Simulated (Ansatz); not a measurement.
Three curves of one kind of scan: energy against volume (even scaling of the relaxed cell, symmetry kept). These are PBE (plane waves to 420 eV, PAW, scalar-relativistic; Ansatz, a first-principles code) values and carry that method's errors. Each is measured from its own zero (the relaxed starting cell). 

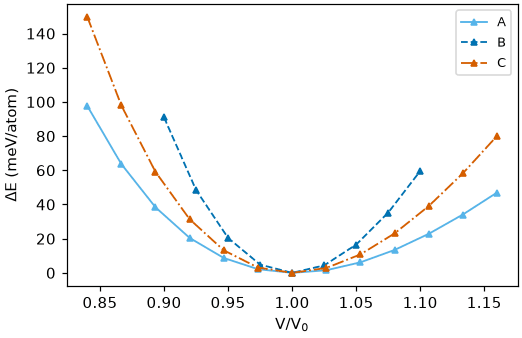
Curves A, B and C.

```csv
V/V₀,ΔE (meV/atom)
0.840,150
0.893,59
0.947,13
1.000,0
1.053,11
1.107,39
1.160,80
```

### Question
Which curve does this table belong to?

### Answer
Curve C, which is ZnCu$_{2}$SnSe$_{4}$ (kesterite type, space group I-4). The others: A is Tl (hcp, Mg type); B is Co2Si (Co2Si type, space group Pnma).

All were relaxed with their symmetry unable to fall. At this level the bands of ZnCu2SnSe4 touch or barely overlap. Relaxed Co2Si ends ferromagnetic. Spin-orbit coupling is left out. The relaxed volume of Tl is well above the measured one; the method has no dispersion term. ZnCu2SnSe4 is run without spin polarisation. The magnetic order is the one the run started from; other orders were not tried. (This holds for the magnetic or f-shell members.)

(A scan under strain: stresses follow from slopes of the energy per volume, elastic moduli from its curvatures.)
